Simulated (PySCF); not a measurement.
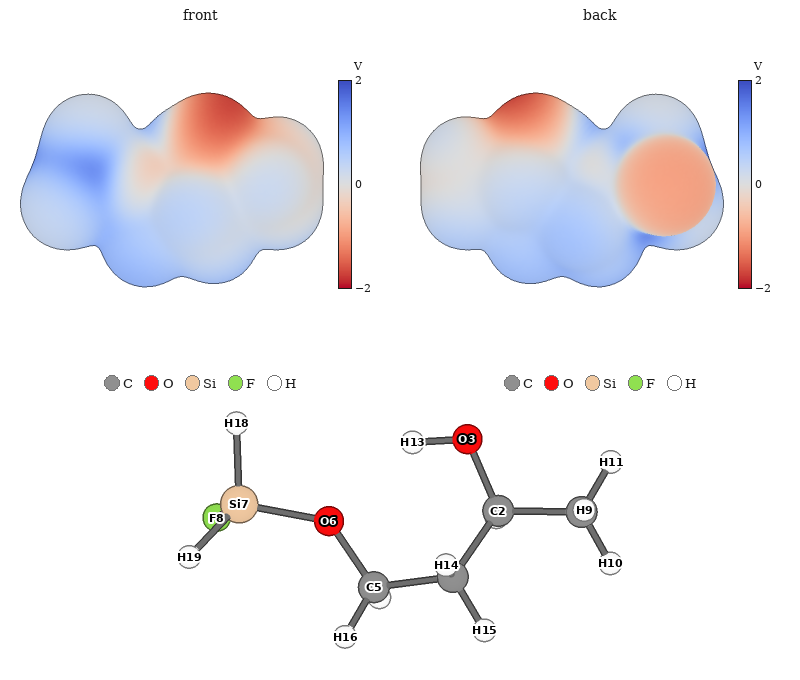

*C4H11FO2Si (SMILES C[C@H](O)CCO[SiH2]F). The molecular electrostatic potential painted on the density surface at 0.001 e/bohr³, seen from the front and from behind; red is negative and blue positive. The bare structure is drawn below in the same view.*

Geometry: GFN2-xTB.

Theory: PBE0/pcSseg-1, SCF density, gas phase, non-relativistic (PySCF 2.14.0).

```xyz
19

C    -2.7052   -0.8222    0.4487
C    -1.2023   -0.5602    0.4816
O    -0.9830    0.5398    1.3344
C    -0.6558   -0.2927   -0.9299
C     0.8700   -0.2933   -0.9797
O     1.3865    0.7372   -0.1705
Si    2.8582    1.3729   -0.0313
F     3.8939    0.2308    0.4323
H    -3.2137    0.0163   -0.0200
H    -2.9236   -1.7327   -0.1021
H    -3.0721   -0.9207    1.4663
H    -0.6911   -1.4504    0.8913
H    -0.0748    0.8409    1.1984
H    -1.0244    0.6792   -1.2637
H    -1.0193   -1.0600   -1.6144
H     1.2080   -0.1543   -2.0127
H     1.2610   -1.2518   -0.6182
H     2.6564    2.2857    1.0688
H     3.4215    1.8449   -1.2847
```

Q: Where is the surface potential most negative and most positive?

A: The most negative region (about −1.6 V, or −37 kcal/mol for a unit charge) lies over O3, the most positive (about +1.3 V, or +30 kcal/mol for a unit charge) over Si7. O3 is the likeliest acceptor of a hydrogen bond.

Q: How polar is the molecule by this calculation?

A: Its dipole moment is 2.58 D.
